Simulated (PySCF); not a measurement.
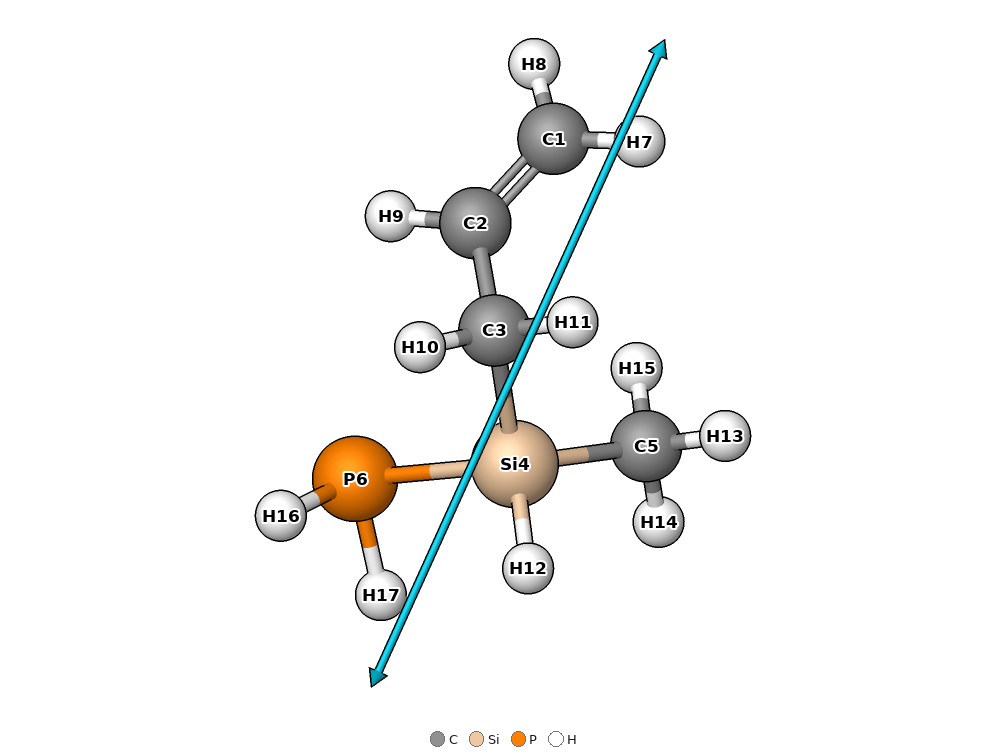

The double arrow shows the direction of the transition dipole to excited singlet state 1 (its length means nothing). Computed geometry: PBE0-D3(BJ)/def2-SVP optimisation. No frequency run is at hand to confirm it as a minimum. Level of theory: TDDFT PBE0/def2-SVPD, vertical, IEF-PCM cyclohexane (non-equilibrium linear response), core orbitals frozen in the response (PySCF 2.14.0).

### How is the transition polarised?

Close to the long direction C1···P6.

### Where does the transition lie, and how strong is it?

6.24 eV (199 nm), oscillator strength 0.14, mainly HOMO → LUMO (weight 0.56); transition dipole 2.41 D.
